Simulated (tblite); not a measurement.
# Geometry relaxation, with input and output: BSi$_{2}$H$_{5}$Cl$_{2}$ (part 3 of 4)

The same run, continued: BSi$_{2}$H$_{5}$Cl$_{2}$, SMILES [SiH3][SiH2]B(Cl)Cl; GFN2-xTB geometry optimisation, gas phase (tblite 0.8.0). 

Geometry of the input (Å):
```
Si -1.6298  -0.0854  0.0367
Si 0.3838  0.7867  -0.2717
B  1.7357  -0.5858  0.1636
Cl 1.7447  -2.1392  -0.8152
Cl 2.9269  -0.3050  1.5316
H  -2.6670  0.9406  -0.2799
H  -1.8177  -1.2292  -0.8617
H  -1.7854  -0.5030  1.4441
H  0.5610  1.2035  -1.6463
H  0.5655  1.9262  0.6538
```

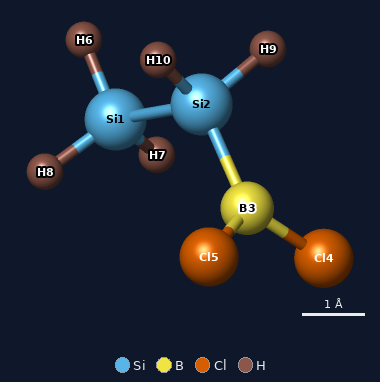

Figure 1. The geometry at step 49 of the log (ball-and-stick view, seen at a tilt; atoms are numbered from 1 in the order of the input).

Trajectory as extended XYZ, continued:
```
10
Properties=species:S:1:pos:R:3:forces:R:3 step=38 energy=-445.61213
Si   -1.7110   -0.0646    0.0712    0.0430   0.0150  -0.0100
Si    0.4464    0.7507   -0.2491   -0.0350   0.0230  -0.0020
B     1.8490   -0.5794    0.1603   -0.0030  -0.0280   0.0070
Cl    2.0377   -1.9798   -0.8364    0.0100   0.0050  -0.0060
Cl    2.8654   -0.4889    1.5507   -0.0250   0.0070   0.0000
H    -2.7323    0.9346   -0.2447    0.0180  -0.0040   0.0010
H    -1.9523   -1.2179   -0.7969   -0.0340  -0.0280  -0.0030
H    -1.9659   -0.5087    1.4435    0.0100  -0.0030   0.0170
H     0.5407    1.1705   -1.6558    0.0120   0.0100  -0.0090
H     0.6400    1.9927    0.5121    0.0040   0.0030   0.0040
10
Properties=species:S:1:pos:R:3:forces:R:3 step=39 energy=-445.61245
Si   -1.7105   -0.0660    0.0719    0.0510   0.0350  -0.0130
Si    0.4472    0.7497   -0.2505   -0.0550   0.0360   0.0050
B     1.8475   -0.5801    0.1607    0.0240  -0.0390  -0.0010
Cl    2.0466   -1.9770   -0.8402    0.0010   0.0110  -0.0040
Cl    2.8608   -0.4912    1.5533   -0.0280   0.0100   0.0070
H    -2.7286    0.9362   -0.2437    0.0110   0.0000  -0.0010
H    -1.9571   -1.2181   -0.7951   -0.0330  -0.0380  -0.0080
H    -1.9659   -0.5063    1.4447    0.0090  -0.0100   0.0260
H     0.5397    1.1690   -1.6576    0.0140   0.0090  -0.0050
H     0.6380    1.9930    0.5115    0.0050  -0.0140  -0.0060
10
Properties=species:S:1:pos:R:3:forces:R:3 step=40 energy=-445.61291
Si   -1.7094   -0.0680    0.0733    0.0420   0.0440  -0.0140
Si    0.4472    0.7479   -0.2528   -0.0580   0.0410   0.0100
B     1.8460   -0.5819    0.1611    0.0470  -0.0390  -0.0150
Cl    2.0626   -1.9714   -0.8473   -0.0110   0.0180   0.0000
Cl    2.8523   -0.4954    1.5587   -0.0300   0.0110   0.0160
H    -2.7219    0.9394   -0.2420    0.0010   0.0040  -0.0030
H    -1.9657   -1.2187   -0.7927   -0.0270  -0.0400  -0.0040
H    -1.9659   -0.5019    1.4478    0.0120  -0.0160   0.0250
H     0.5380    1.1668   -1.6604    0.0160   0.0060   0.0010
H     0.6346    1.9927    0.5092    0.0080  -0.0290  -0.0150
10
Properties=species:S:1:pos:R:3:forces:R:3 step=41 energy=-445.61335
Si   -1.7084   -0.0698    0.0751    0.0150   0.0330  -0.0100
Si    0.4459    0.7453   -0.2553   -0.0330   0.0280   0.0080
B     1.8459   -0.5843    0.1613    0.0500  -0.0210  -0.0300
Cl    2.0821   -1.9640   -0.8564   -0.0190   0.0200   0.0030
Cl    2.8420   -0.5005    1.5660   -0.0320   0.0100   0.0220
H    -2.7143    0.9437   -0.2400   -0.0100   0.0070  -0.0050
H    -1.9760   -1.2197   -0.7901   -0.0170  -0.0280   0.0110
H    -1.9662   -0.4968    1.4523    0.0170  -0.0190   0.0100
H     0.5361    1.1638   -1.6632    0.0180   0.0020   0.0050
H     0.6308    1.9915    0.5052    0.0110  -0.0320  -0.0140
10
Properties=species:S:1:pos:R:3:forces:R:3 step=42 energy=-445.61362
Si   -1.7080   -0.0703    0.0765   -0.0110   0.0120  -0.0050
Si    0.4443    0.7431   -0.2566    0.0000   0.0050   0.0000
B     1.8473   -0.5858    0.1608    0.0330   0.0050  -0.0330
Cl    2.0957   -1.9579   -0.8630   -0.0190   0.0140   0.0000
Cl    2.8346   -0.5043    1.5718   -0.0300   0.0080   0.0240
H    -2.7097    0.9471   -0.2388   -0.0160   0.0080  -0.0050
H    -1.9829   -1.2203   -0.7882   -0.0100  -0.0120   0.0260
H    -1.9668   -0.4935    1.4556    0.0210  -0.0180  -0.0080
H     0.5348    1.1613   -1.6647    0.0170   0.0000   0.0050
H     0.6286    1.9899    0.5015    0.0140  -0.0210  -0.0040
10
Properties=species:S:1:pos:R:3:forces:R:3 step=43 energy=-445.61382
Si   -1.7087   -0.0698    0.0778   -0.0270  -0.0060  -0.0010
Si    0.4430    0.7409   -0.2570    0.0250  -0.0160  -0.0090
B     1.8497   -0.5866    0.1600    0.0130   0.0250  -0.0290
Cl    2.1072   -1.9520   -0.8692   -0.0150   0.0080  -0.0020
Cl    2.8286   -0.5073    1.5771   -0.0280   0.0050   0.0200
H    -2.7075    0.9502   -0.2380   -0.0180   0.0080  -0.0050
H    -1.9881   -1.2204   -0.7862   -0.0050  -0.0010   0.0350
H    -1.9684   -0.4914    1.4580    0.0240  -0.0150  -0.0200
H     0.5339    1.1574   -1.6656    0.0160   0.0000   0.0030
H     0.6281    1.9883    0.4980    0.0150  -0.0080   0.0070
10
Properties=species:S:1:pos:R:3:forces:R:3 step=44 energy=-445.61409
Si   -1.7098   -0.0692    0.0791   -0.0360  -0.0210   0.0030
Si    0.4420    0.7384   -0.2577    0.0440  -0.0360  -0.0190
B     1.8527   -0.5869    0.1581   -0.0120   0.0480  -0.0150
Cl    2.1198   -1.9449   -0.8758   -0.0070  -0.0080  -0.0120
Cl    2.8208   -0.5107    1.5831   -0.0230   0.0020   0.0190
H    -2.7055    0.9537   -0.2371   -0.0200   0.0070  -0.0040
H    -1.9944   -1.2209   -0.7829   -0.0010   0.0100   0.0400
H    -1.9695   -0.4896    1.4602    0.0250  -0.0100  -0.0270
H     0.5334    1.1532   -1.6666    0.0130   0.0010  -0.0020
H     0.6281    1.9863    0.4944    0.0170   0.0070   0.0190
10
Properties=species:S:1:pos:R:3:forces:R:3 step=45 energy=-445.61451
Si   -1.7125   -0.0679    0.0821   -0.0390  -0.0280   0.0040
Si    0.4412    0.7330   -0.2590    0.0530  -0.0520  -0.0310
B     1.8580   -0.5871    0.1549   -0.0270   0.0550   0.0060
Cl    2.1472   -1.9305   -0.8909    0.0000  -0.0070  -0.0040
Cl    2.8051   -0.5175    1.5959   -0.0250  -0.0080  -0.0020
H    -2.7021    0.9609   -0.2353   -0.0190   0.0020  -0.0020
H    -2.0070   -1.2210   -0.7755    0.0050   0.0180   0.0400
H    -1.9727   -0.4860    1.4640    0.0270  -0.0050  -0.0290
H     0.5320    1.1424   -1.6692    0.0090   0.0060  -0.0100
H     0.6286    1.9830    0.4878    0.0160   0.0170   0.0270
10
Properties=species:S:1:pos:R:3:forces:R:3 step=46 energy=-445.61499
Si   -1.7132   -0.0684    0.0826   -0.0270  -0.0250   0.0030
Si    0.4420    0.7301   -0.2626    0.0380  -0.0490  -0.0330
B     1.8611   -0.5860    0.1495   -0.0530   0.0800   0.0460
Cl    2.1636   -1.9204   -0.8976    0.0160  -0.0500  -0.0420
Cl    2.7872   -0.5226    1.6045   -0.0060  -0.0090   0.0100
H    -2.6975    0.9656   -0.2342   -0.0220   0.0000   0.0010
H    -2.0200   -1.2243   -0.7665    0.0140   0.0210   0.0280
H    -1.9681   -0.4846    1.4656    0.0230   0.0000  -0.0180
H     0.5342    1.1403   -1.6717    0.0030   0.0120  -0.0250
H     0.6284    1.9796    0.4852    0.0150   0.0200   0.0290
10
Properties=species:S:1:pos:R:3:forces:R:3 step=47 energy=-445.61536
Si   -1.7155   -0.0682    0.0853   -0.0110  -0.0040  -0.0030
Si    0.4428    0.7244   -0.2659    0.0110  -0.0270  -0.0300
B     1.8644   -0.5852    0.1466   -0.0210   0.0310   0.0530
Cl    2.1937   -1.9062   -0.9139    0.0100  -0.0080  -0.0010
Cl    2.7677   -0.5302    1.6182   -0.0180  -0.0200  -0.0240
H    -2.6924    0.9733   -0.2319   -0.0200  -0.0080   0.0030
H    -2.0352   -1.2250   -0.7566    0.0170   0.0150   0.0140
H    -1.9688   -0.4804    1.4689    0.0210   0.0010  -0.0020
H     0.5331    1.1301   -1.6762    0.0000   0.0180  -0.0260
H     0.6279    1.9765    0.4805    0.0110   0.0020   0.0150
10
Properties=species:S:1:pos:R:3:forces:R:3 step=48 energy=-445.61567
Si   -1.7137   -0.0698    0.0830    0.0060   0.0180  -0.0030
Si    0.4444    0.7270   -0.2680   -0.0180   0.0070  -0.0170
B     1.8612   -0.5837    0.1466   -0.0080   0.0130   0.0400
Cl    2.1833   -1.9119   -0.9074    0.0080  -0.0150  -0.0150
Cl    2.7676   -0.5280    1.6142   -0.0060  -0.0120   0.0050
H    -2.6920    0.9706   -0.2326   -0.0220  -0.0070   0.0030
H    -2.0340   -1.2271   -0.7557    0.0150  -0.0010  -0.0010
H    -1.9622   -0.4824    1.4666    0.0160  -0.0010   0.0120
H     0.5358    1.1375   -1.6769    0.0000   0.0170  -0.0230
H     0.6274    1.9771    0.4851    0.0080  -0.0180  -0.0020
10
Properties=species:S:1:pos:R:3:forces:R:3 step=49 energy=-445.61582
Si   -1.7124   -0.0707    0.0817    0.0090   0.0260  -0.0010
Si    0.4450    0.7283   -0.2702   -0.0230   0.0210  -0.0090
B     1.8596   -0.5829    0.1470   -0.0010  -0.0050   0.0230
Cl    2.1783   -1.9157   -0.9043    0.0040  -0.0050  -0.0100
Cl    2.7668   -0.5274    1.6131   -0.0040  -0.0090   0.0130
H    -2.6914    0.9695   -0.2327   -0.0220  -0.0090   0.0040
H    -2.0338   -1.2287   -0.7550    0.0140  -0.0050  -0.0070
H    -1.9575   -0.4830    1.4659    0.0140  -0.0010   0.0140
H     0.5371    1.1430   -1.6780    0.0010   0.0130  -0.0180
H     0.6260    1.9769    0.4875    0.0080  -0.0260  -0.0100
10
Properties=species:S:1:pos:R:3:forces:R:3 step=50 energy=-445.61600
Si   -1.7108   -0.0713    0.0801    0.0060   0.0230   0.0030
Si    0.4452    0.7303   -0.2733   -0.0180   0.0240  -0.0030
B     1.8581   -0.5819    0.1476   -0.0020  -0.0230   0.0000
Cl    2.1716   -1.9205   -0.9007    0.0020   0.0100   0.0010
Cl    2.7655   -0.5266    1.6126   -0.0020  -0.0060   0.0170
H    -2.6913    0.9679   -0.2329   -0.0220  -0.0110   0.0050
H    -2.0333   -1.2309   -0.7540    0.0150  -0.0040  -0.0090
H    -1.9509   -0.4840    1.4653    0.0120   0.0030   0.0100
H     0.5389    1.1505   -1.6796    0.0010   0.0070  -0.0100
H     0.6248    1.9758    0.4899    0.0070  -0.0240  -0.0140
10
Properties=species:S:1:pos:R:3:forces:R:3 step=51 energy=-445.61613
Si   -1.7102   -0.0712    0.0792    0.0020   0.0110   0.0050
Si    0.4449    0.7313   -0.2758   -0.0060   0.0150  -0.0040
B     1.8576   -0.5813    0.1479   -0.0100  -0.0300  -0.0130
Cl    2.1687   -1.9224   -0.8996    0.0020   0.0210   0.0110
Cl    2.7631   -0.5266    1.6137   -0.0030  -0.0060   0.0130
H    -2.6920    0.9672   -0.2329   -0.0210  -0.0130   0.0070
H    -2.0336   -1.2326   -0.7526    0.0170   0.0030  -0.0080
H    -1.9460   -0.4846    1.4654    0.0110   0.0080   0.0040
H     0.5405    1.1552   -1.6811    0.0000   0.0030  -0.0050
H     0.6247    1.9742    0.4907    0.0070  -0.0120  -0.0110
10
Properties=species:S:1:pos:R:3:forces:R:3 step=52 energy=-445.61625
Si   -1.7103   -0.0704    0.0791   -0.0030  -0.0020   0.0050
Si    0.4444    0.7315   -0.2778    0.0070   0.0000  -0.0080
B     1.8576   -0.5812    0.1480   -0.0180  -0.0290  -0.0180
Cl    2.1702   -1.9214   -0.9008    0.0050   0.0240   0.0170
Cl    2.7593   -0.5276    1.6164   -0.0060  -0.0080   0.0050
H    -2.6933    0.9672   -0.2326   -0.0190  -0.0150   0.0090
H    -2.0346   -1.2335   -0.7509    0.0190   0.0120  -0.0050
H    -1.9427   -0.4847    1.4660    0.0100   0.0130  -0.0020
H     0.5416    1.1571   -1.6826   -0.0010   0.0010  -0.0020
H     0.6256    1.9722    0.4901    0.0070   0.0050  -0.0030
10
Properties=species:S:1:pos:R:3:forces:R:3 step=53 energy=-445.61642
Si   -1.7110   -0.0689    0.0797   -0.0060  -0.0150   0.0030
Si    0.4437    0.7309   -0.2800    0.0170  -0.0180  -0.0120
B     1.8576   -0.5816    0.1479   -0.0240  -0.0220  -0.0170
Cl    2.1760   -1.9175   -0.9039    0.0080   0.0220   0.0200
Cl    2.7536   -0.5300    1.6206   -0.0110  -0.0110  -0.0060
H    -2.6955    0.9675   -0.2317   -0.0170  -0.0160   0.0110
H    -2.0361   -1.2338   -0.7485    0.0200   0.0200  -0.0010
H    -1.9403   -0.4839    1.4673    0.0090   0.0170  -0.0050
H     0.5423    1.1568   -1.6848   -0.0020  -0.0010   0.0010
H     0.6275    1.9697    0.4883    0.0060   0.0240   0.0050
10
Properties=species:S:1:pos:R:3:forces:R:3 step=54 energy=-445.61668
Si   -1.7127   -0.0665    0.0814   -0.0060  -0.0270  -0.0020
Si    0.4426    0.7292   -0.2834    0.0240  -0.0330  -0.0130
B     1.8571   -0.5829    0.1480   -0.0230  -0.0100  -0.0110
Cl    2.1895   -1.9091   -0.9103    0.0100   0.0130   0.0190
Cl    2.7435   -0.5352    1.6278   -0.0200  -0.0130  -0.0190
H    -2.6992    0.9683   -0.2296   -0.0130  -0.0160   0.0130
H    -2.0387   -1.2331   -0.7448    0.0200   0.0250   0.0010
H    -1.9378   -0.4815    1.4697    0.0070   0.0210  -0.0070
H     0.5426    1.1539   -1.6886   -0.0040  -0.0040   0.0050
H     0.6307    1.9663    0.4847    0.0040   0.0430   0.0130
10
Properties=species:S:1:pos:R:3:forces:R:3 step=55 energy=-445.61702
Si   -1.7150   -0.0636    0.0840   -0.0030  -0.0280  -0.0070
Si    0.4416    0.7260   -0.2878    0.0230  -0.0350  -0.0060
B     1.8559   -0.5850    0.1479   -0.0100   0.0030  -0.0020
Cl    2.2112   -1.8961   -0.9194    0.0090  -0.0020   0.0130
Cl    2.7290   -0.5438    1.6373   -0.0310  -0.0120  -0.0290
H    -2.7037    0.9693   -0.2262   -0.0080  -0.0150   0.0150
H    -2.0425   -1.2313   -0.7399    0.0180   0.0220   0.0000
H    -1.9357   -0.4771    1.4734    0.0060   0.0220  -0.0050
H     0.5422    1.1483   -1.6939   -0.0040  -0.0050   0.0100
H     0.6347    1.9625    0.4795    0.0000   0.0520   0.0130
10
Properties=species:S:1:pos:R:3:forces:R:3 step=56 energy=-445.61735
Si   -1.7171   -0.0613    0.0869    0.0040  -0.0170  -0.0090
Si    0.4409    0.7221   -0.2922    0.0120  -0.0180   0.0060
B     1.8546   -0.5872    0.1476    0.0110   0.0080   0.0040
Cl    2.2368   -1.8817   -0.9291    0.0050  -0.0150   0.0020
Cl    2.7127   -0.5540    1.6467   -0.0390  -0.0100  -0.0290
H    -2.7070    0.9709   -0.2221   -0.0050  -0.0120   0.0140
H    -2.0472   -1.2290   -0.7349    0.0140   0.0100  -0.0050
H    -1.9344   -0.4713    1.4774    0.0050   0.0170   0.0010
H     0.5408    1.1411   -1.6994   -0.0030  -0.0060   0.0140
H     0.6375    1.9597    0.4740   -0.0040   0.0430   0.0020
10
Properties=species:S:1:pos:R:3:forces:R:3 step=57 energy=-445.61758
Si   -1.7183   -0.0602    0.0893    0.0100  -0.0020  -0.0080
Si    0.4407    0.7181   -0.2959    0.0000   0.0060   0.0170
B     1.8544   -0.5889    0.1464    0.0270   0.0070   0.0060
Cl    2.2611   -1.8690   -0.9375   -0.0010  -0.0220  -0.0070
Cl    2.6968   -0.5640    1.6546   -0.0400  -0.0060  -0.0200
H    -2.7075    0.9730   -0.2182   -0.0040  -0.0090   0.0110
H    -2.0530   -1.2272   -0.7303    0.0110  -0.0030  -0.0100
H    -1.9333   -0.4652    1.4812    0.0050   0.0110   0.0050
H     0.5390    1.1347   -1.7039   -0.0020  -0.0060   0.0150
H     0.6378    1.9579    0.4692   -0.0060   0.0240  -0.0100
10
Properties=species:S:1:pos:R:3:forces:R:3 step=58 energy=-445.61777
Si   -1.7191   -0.0595    0.0913    0.0120   0.0080  -0.0030
Si    0.4406    0.7144   -0.2994   -0.0070   0.0240   0.0230
B     1.8553   -0.5899    0.1447    0.0310   0.0040   0.0030
Cl    2.2841   -1.8575   -0.9452   -0.0050  -0.0230  -0.0130
Cl    2.6801   -0.5738    1.6620   -0.0350  -0.0040  -0.0070
H    -2.7068    0.9755   -0.2144   -0.0050  -0.0070   0.0080
H    -2.0593   -1.2262   -0.7257    0.0100  -0.0110  -0.0120
H    -1.9315   -0.4593    1.4849    0.0060   0.0060   0.0060
H     0.5373    1.1294   -1.7079   -0.0020  -0.0060   0.0140
H     0.6369    1.9563    0.4645   -0.0060   0.0090  -0.0190
10
Properties=species:S:1:pos:R:3:forces:R:3 step=60 energy=-445.61819
Si   -1.7200   -0.0569    0.0951    0.0070   0.0090   0.0100
Si    0.4402    0.7077   -0.3089   -0.0010   0.0300   0.0190
B     1.8589   -0.5917    0.1392    0.0040   0.0030  -0.0120
Cl    2.3370   -1.8317   -0.9619   -0.0090  -0.0200  -0.0210
Cl    2.6338   -0.5993    1.6805   -0.0120  -0.0020   0.0260
H    -2.7082    0.9796   -0.2042   -0.0010  -0.0050   0.0010
H    -2.0728   -1.2256   -0.7136    0.0120  -0.0120  -0.0090
H    -1.9215   -0.4451    1.4939    0.0050  -0.0020   0.0010
H     0.5349    1.1204   -1.7177   -0.0020  -0.0040   0.0070
H     0.6353    1.9520    0.4524   -0.0020   0.0030  -0.0210
10
Properties=species:S:1:pos:R:3:forces:R:3 step=61 energy=-445.61831
Si   -1.7206   -0.0549    0.0973    0.0040   0.0000   0.0110
Si    0.4400    0.7048   -0.3145    0.0060   0.0160   0.0110
B     1.8607   -0.5926    0.1360   -0.0010  -0.0100  -0.0130
Cl    2.3657   -1.8177   -0.9721   -0.0150   0.0040   0.0030
Cl    2.6064   -0.6133    1.6923   -0.0120  -0.0070   0.0080
H    -2.7105    0.9812   -0.1984    0.0040  -0.0050  -0.0010
H    -2.0799   -1.2258   -0.7063    0.0150  -0.0040  -0.0040
H    -1.9143   -0.4377    1.4989    0.0040  -0.0050  -0.0020
H     0.5344    1.1161   -1.7235   -0.0040  -0.0030   0.0030
H     0.6358    1.9492    0.4451    0.0000   0.0130  -0.0150
```
